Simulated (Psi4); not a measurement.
Reaction (SMILES): C#N (CH-N) → [C-]#[NH+] (C-NH)
B3LYP-D3(BJ)/def2-TZVP geometries, fixed; electronic energies without zero-point terms.

Basis-set convergence of the isomerisation energy at MP2 with Psi4. All functions are spherical. Density fitting with the program's default auxiliary sets. Cores are frozen. Psi4's default fitting sets serve the pcseg sets less well. No added dispersion term, no relativity. Functions are those of the species that has most. Reference: Hartree-Fock in aug-cc-pVQZ plus the correlation part extrapolated as X^-3 from aug-cc-pVTZ and aug-cc-pVQZ, 17.50 kcal/mol, itself unsure by roughly 0.04 kcal/mol (a third of the extrapolation step and of the last Hartree-Fock step). Deviations are taken from unrounded values. Cost is core time over that of cc-pVDZ, rough, on shared machines of one kind; a dash marks a row that isn't timed (too short, read off another run, short of memory, by another algorithm or on other hardware).

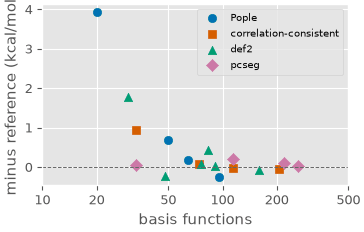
*Deviation from the reference against the number of basis functions, by family of sets.*

```json
[
 {"basis": "3-21G", "functions": "20", "isomerisation energy (kcal/mol)": "21.44", "minus reference (kcal/mol)": "3.94", "cost": "0.6×"},
 {"basis": "def2-SV(P)", "functions": "30", "isomerisation energy (kcal/mol)": "19.29", "minus reference (kcal/mol)": "1.79", "cost": "-"},
 {"basis": "cc-pVDZ", "functions": "33", "isomerisation energy (kcal/mol)": "18.44", "minus reference (kcal/mol)": "0.93", "cost": "1×"},
 {"basis": "pcseg-1", "functions": "33", "isomerisation energy (kcal/mol)": "17.54", "minus reference (kcal/mol)": "0.04", "cost": "-"},
 {"basis": "def2-SVPD", "functions": "48", "isomerisation energy (kcal/mol)": "17.28", "minus reference (kcal/mol)": "-0.23", "cost": "1×"},
 {"basis": "6-311+G**", "functions": "50", "isomerisation energy (kcal/mol)": "18.20", "minus reference (kcal/mol)": "0.70", "cost": "1×"},
 {"basis": "6-311++G(2d,2p)", "functions": "64", "isomerisation energy (kcal/mol)": "17.67", "minus reference (kcal/mol)": "0.17", "cost": "1×"},
 {"basis": "cc-pVTZ", "functions": "74", "isomerisation energy (kcal/mol)": "17.59", "minus reference (kcal/mol)": "0.08", "cost": "1×"},
 {"basis": "def2-TZVPP", "functions": "76", "isomerisation energy (kcal/mol)": "17.57", "minus reference (kcal/mol)": "0.07", "cost": "1×"},
 {"basis": "def2-TZVPD", "functions": "83", "isomerisation energy (kcal/mol)": "17.93", "minus reference (kcal/mol)": "0.42", "cost": "1×"},
 {"basis": "def2-TZVPPD", "functions": "91", "isomerisation energy (kcal/mol)": "17.53", "minus reference (kcal/mol)": "0.02", "cost": "1×"},
 {"basis": "6-311++G(3df,3pd)", "functions": "96", "isomerisation energy (kcal/mol)": "17.26", "minus reference (kcal/mol)": "-0.25", "cost": "1×"},
 {"basis": "aug-cc-pVTZ", "functions": "115", "isomerisation energy (kcal/mol)": "17.49", "minus reference (kcal/mol)": "-0.02", "cost": "1×"},
 {"basis": "aug-pcseg-2", "functions": "115", "isomerisation energy (kcal/mol)": "17.70", "minus reference (kcal/mol)": "0.20", "cost": "1×"},
 {"basis": "def2-QZVPPD", "functions": "159", "isomerisation energy (kcal/mol)": "17.43", "minus reference (kcal/mol)": "-0.07", "cost": "2×"},
 {"basis": "aug-cc-pVQZ", "functions": "206", "isomerisation energy (kcal/mol)": "17.46", "minus reference (kcal/mol)": "-0.04", "cost": "2×"},
 {"basis": "aug-pcseg-3", "functions": "219", "isomerisation energy (kcal/mol)": "17.61", "minus reference (kcal/mol)": "0.10", "cost": "2×"},
 {"basis": "pcseg-4", "functions": "263", "isomerisation energy (kcal/mol)": "17.53", "minus reference (kcal/mol)": "0.02", "cost": "4×"}
]
```
